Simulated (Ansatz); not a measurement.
# Calculations on BSiAsH5OF

Part 1: Relaxation

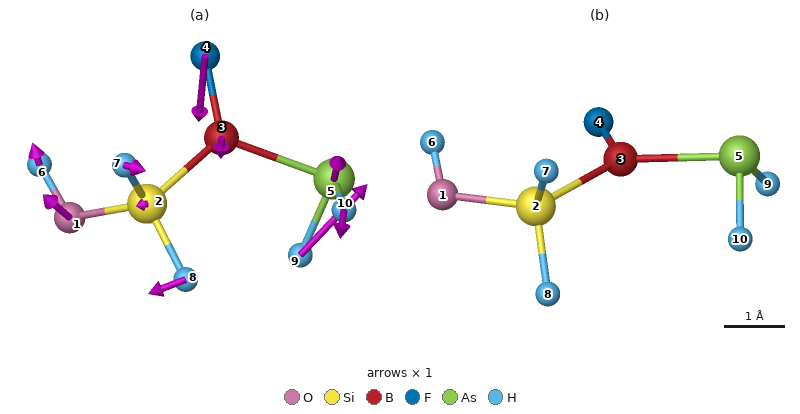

The structure of BSiAsH5OF before (left) and after (right) a relaxation, at one scale. The purple arrows give the displacements, at their true length.

The picture is a ball-and-stick view, seen at a tilt.

The run prepares an end point of a later path (hydrogen shift) calculation, from a guessed geometry.

All numbers below come from Ansatz, RKS revPBE/def2-SVP.

The input:
```yaml
crystal:
  periodic: [false, false, false]
  atoms:
    - { symbol: O, position_ang: [-2.0795, 0.69, -0.4919] }
    - { symbol: Si, position_ang: [-0.9854, -0.3031, 0.2439] }
    - { symbol: B, position_ang: [0.698, 0.6067, 0.3522] }
    - { symbol: F, position_ang: [0.9158, 1.85, 1.104] }
    - { symbol: As, position_ang: [2.3732, -0.1852, -0.5764] }
    - { symbol: H, position_ang: [-2.2913, 1.4666, 0.1596] }
    - { symbol: H, position_ang: [-1.4175, -0.654, 1.5984] }
    - { symbol: H, position_ang: [-0.7913, -1.5055, -0.5648] }
    - { symbol: H, position_ang: [1.5836, -0.4085, -1.8424] }
    - { symbol: H, position_ang: [2.0774, -1.6083, 0.0203] }
basis:
  gaussian: { orbitals: def2-SVP }
hamiltonian:
  xc: revpbe
relax:
  f_tol: 0.02
  max_steps: 50
output:
  orbitals: {}
```

Command:
```bash
ansatz run input.yaml --threads 2 --pin off --max-ram 3072MiB --backend cpu --events-out ev --progress --plain --runs-dir out
```

Question: Describe what moved and what it gained.

Answer: After 20 geometry steps the energy has fallen by 19.9 kcal/mol. The largest force component goes from 3.3 to 0.012 eV/Å. H9 moves most after the best rigid fit: 1.67 Å. By element the largest moves are H 1.67 Å, F 1.47 Å, As 0.78 Å, O 0.76 Å, B 0.43 Å, Si 0.21 Å. Among the contacts that change: Si2–B3 1.917 → 2.056 Å, B3–F4 1.469 → 1.348 Å, O1–H6 1.036 → 0.973 Å, Si2–H7 1.464 → 1.517 Å. Bond angles that change, for instance: Si2–O1–H6 107.8° → 113.8°, Si2–B3–F4 124.1° → 119.4°, O1–Si2–B3 108.8° → 113.1°. Groups turn about B3–As5 by about 85°, Si2–B3 by about 65°, O1–Si2 by about 25°.

Part 2: Relaxation

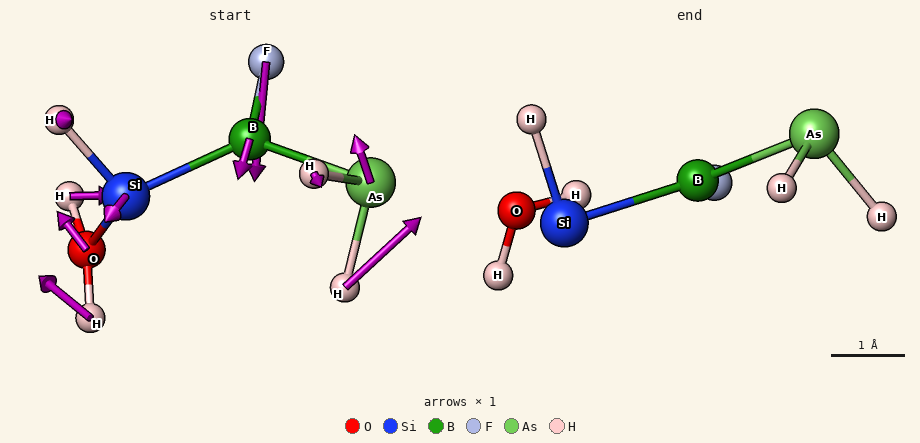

The structure of BSiAsH5OF before (left) and after (right) a relaxation, at one scale. The purple arrows give the displacements, at their true length.

Style: ball-and-stick. Shown at a tilt.

The run prepares an end point of a later path (hydrogen shift) calculation, from a guessed geometry.

Theory: Ansatz, RKS revPBE/def2-SVP.

Input
```yaml
crystal:
  periodic: [false, false, false]
  atoms:
    - { symbol: O, position_ang: [-2.0795, 0.69, -0.4919] }
    - { symbol: Si, position_ang: [-0.9854, -0.3031, 0.2439] }
    - { symbol: B, position_ang: [0.698, 0.6067, 0.3522] }
    - { symbol: F, position_ang: [0.9158, 1.85, 1.104] }
    - { symbol: As, position_ang: [2.3732, -0.1852, -0.5764] }
    - { symbol: H, position_ang: [-2.2913, 1.4666, 0.1596] }
    - { symbol: H, position_ang: [-1.4175, -0.654, 1.5984] }
    - { symbol: H, position_ang: [-2.20318, 0.18408, -1.33383] }
    - { symbol: H, position_ang: [1.5836, -0.4085, -1.8424] }
    - { symbol: H, position_ang: [2.0774, -1.6083, 0.0203] }
basis:
  gaussian: { orbitals: def2-SVP }
hamiltonian:
  xc: revpbe
relax:
  f_tol: 0.02
  max_steps: 50
output:
  orbitals: {}
```

Command:
```bash
ansatz run input.yaml --threads 2 --pin off --max-ram 3072MiB --backend cpu --events-out ev --progress --plain --runs-dir out
```

Describe what moved and what it gained.

Answer. After 20 geometry steps the energy has fallen by 313.3 kJ/mol. The largest force component goes from 5.9 to 0.0083 eV/Å. The largest move after the best rigid fit is that of F4, 1.69 Å. By element the largest moves are F 1.69 Å, H 1.44 Å, As 0.74 Å, O 0.71 Å, Si 0.64 Å, B 0.61 Å. Some distances before and after: Si2–H8 2.052 → 2.571 Å, O1–Si2 1.651 → 2.109 Å, Si2–H6 2.201 → 2.531 Å, Si2–B3 1.917 → 2.036 Å. Among the angles between lasting bonds that change: H6–O1–H8 153.2° → 105.1°, B3–Si2–H7 108.7° → 93.8°, Si2–B3–As5 120.2° → 128.1°. Groups turn about B3–As5 by about 75°, Si2–B3 by about 45°. The run took 19 s on 2 threads of AMD EPYC 9R45 96-Core Processor (Zen 5), on a shared host, peak memory 0.2 GiB.

Part 3: Path

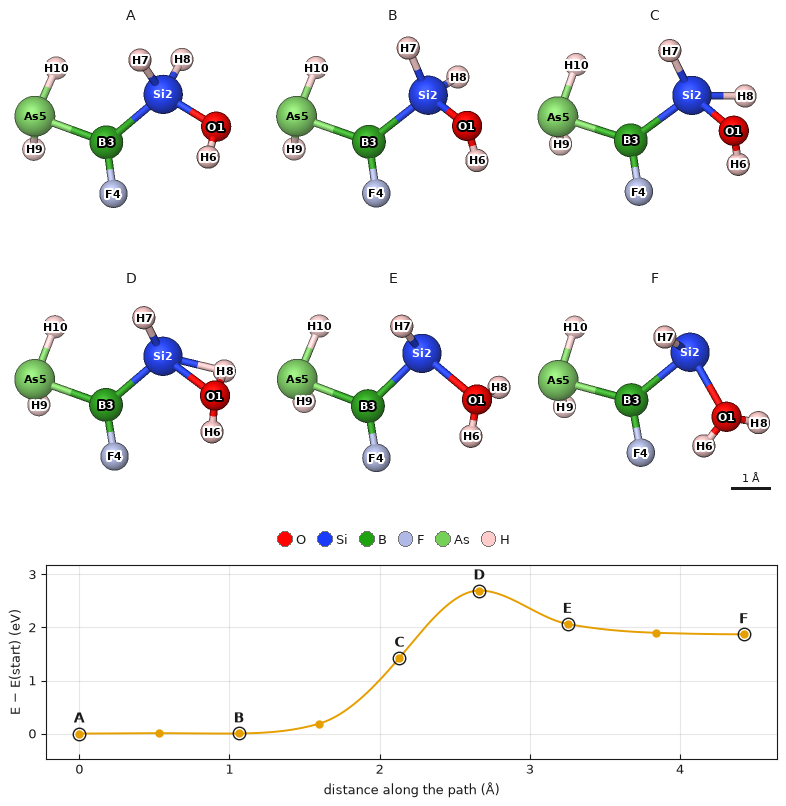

A nudged-elastic-band calculation for BSiAsH$_{5}$OF. Images are numbered from 0 (start) to 8 (end). Frames A to F are images 0, 2, 4, 5, 6, 8. The picture is a ball-and-stick view, seen at a tilt.

Level of theory: RKS revPBE/def2-SVP (Ansatz 0.2.0). Set-up: 7 movable images; climbing image; force threshold 0.03 eV/Å; iteration limit 60; starting path through a guess of the saddle point.

Describe the mechanism and the energy profile.

The highest point, image 5, lies 2.70 eV above the start and 0.83 eV above the end; the end is at +1.87 eV relative to the start. A hydrogen atom shifts from one atom to another. Breaking: Si2–H8 (1.50 → 1.64 at the top → 2.57 Å). Forming: O1–H8 (2.56 → 1.31 at the top → 0.98 Å). The band is converged.
